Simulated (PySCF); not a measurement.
## Electronic structure of C$_{5}$H$_{7}$FO$_{2}$Si (SMILES C#C[C@](F)(CC=O)[SiH2]O) in real space

The calculation's input:

```
{"job": {"kind": "uv", "xc": "CAM-B3LYP", "basis": "def2-SVPD", "nstates": 8, "ntriplets": 3}, "charge": 0, "multiplicity": 1}
C     -0.318450     2.926254     0.703518
C     -0.374165     1.810981     0.270719
C     -0.457278     0.478825    -0.281944
F     -1.718700     0.334652    -0.885844
C     -0.391267    -0.548335     0.875468
C     -0.708211    -1.916048     0.358773
O      0.103325    -2.685225    -0.090630
Si     0.918561     0.190834    -1.648268
O      1.939083    -0.951203    -1.151358
H     -0.253635     3.902170     1.082616
H      0.621215    -0.515759     1.281151
H     -1.114226    -0.266632     1.644191
H     -1.778738    -2.180688     0.383797
H      1.748455     1.380745    -1.721331
H      0.164605    -0.158031    -2.846892
H      1.611826    -1.793594    -0.804417
```

Run with:

```sh
OMP_NUM_THREADS=1 python probes_run.py task.json out
```

Geometry: GFN2-xTB.

Method: CAM-B3LYP/def2-SVPD, SCF density, gas phase (PySCF 2.14.0).

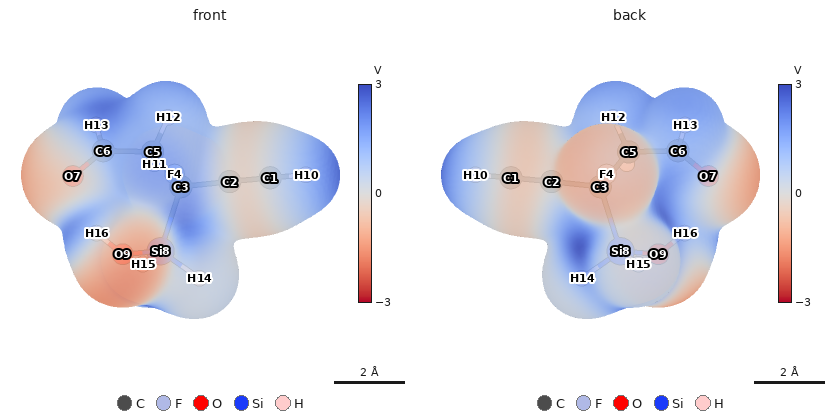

Figure 1. The molecular electrostatic potential painted on the density surface at 0.004 e/bohr³, seen from the front and from behind; the colour scale runs from red (negative) to blue (positive).

### Which sites attract a positive test charge, and which a negative one?

A positive charge is drawn to the negative regions and a negative charge to the positive ones. The most negative region (about −1.6 V, or −37 kcal/mol for a unit charge) lies over O9, the most positive (about +2.5 V, or +58 kcal/mol for a unit charge) over Si8 and H10. O9 is the likeliest acceptor of a hydrogen bond.

### How polar is the molecule by this calculation?

Its dipole moment is 2.56 D.

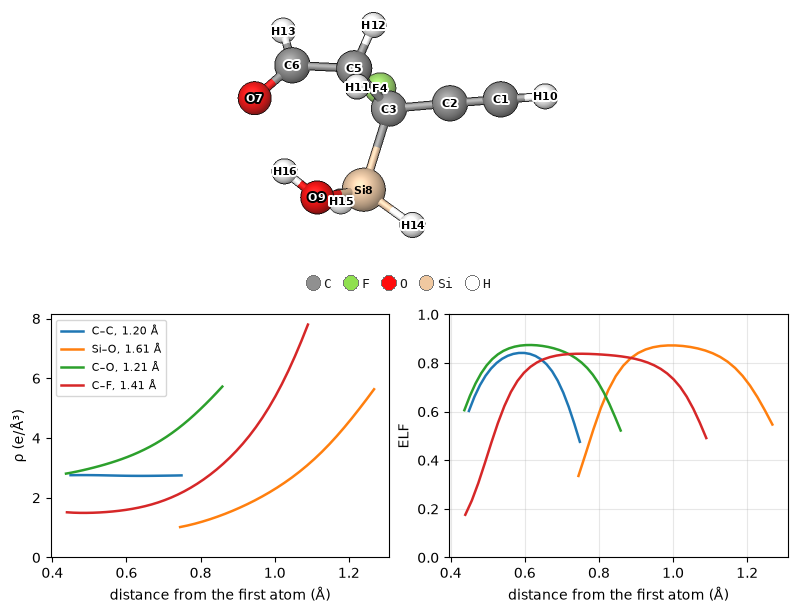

Figure 2. Total electron density and electron localisation function along straight lines between neighbouring atoms. The curves leave out the atomic cores. The structure is drawn too.

### What can be read from the curves?

C–C (1.20 Å): ρ is about 2.7 e/Å³ halfway; the ELF peaks at about 0.85 between the atoms; a short, multiple covalent bond.
Si–O (1.61 Å): ρ is about 1.2 e/Å³ halfway; the ELF peaks at about 0.85 between the atoms, as expected for a polar covalent bond.
C–O (1.21 Å): the density is about 3.4 e/Å³ at the midpoint; the ELF peaks at about 0.85 between the atoms: a multiple bond.
C–F (1.41 Å): ρ is about 1.9 e/Å³ halfway, with its minimum of 1.5 e/Å³ about 0.5 Å from C; the ELF peaks at about 0.85 between the atoms, as expected for a polar covalent bond.
